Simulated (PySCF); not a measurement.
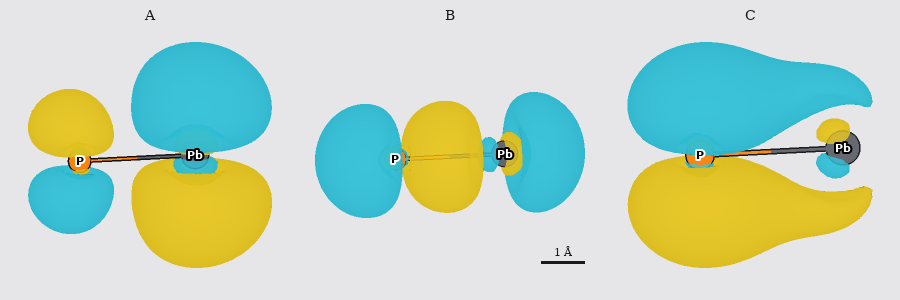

Figure. PPb (charge +1, triplet). Three frontier α-spin orbitals, each drawn at the value that holds 80 % of its norm (yellow and cyan are the two phases), in no order; of a degenerate pair one member is drawn.

Core potentials replace the inner electrons of Pb.

The calculation used PBE0/def2-SVP, non-relativistic Hamiltonian with scalar-relativistic core potentials where named, at a bond length of 2.623 Å (PySCF).

Q: Label each orbital by symmetry, say whether it is occupied, and order them by energy.

A: Orbital C: π, occupied in this spin, −12.67 eV; mainly on P (80 %).
Orbital B: σ, occupied in this spin, −12.42 eV; shared between the atoms (P 60 %, Pb 40 %).
Orbital A: π, empty in this spin, −8.45 eV; mainly on Pb (85 %).
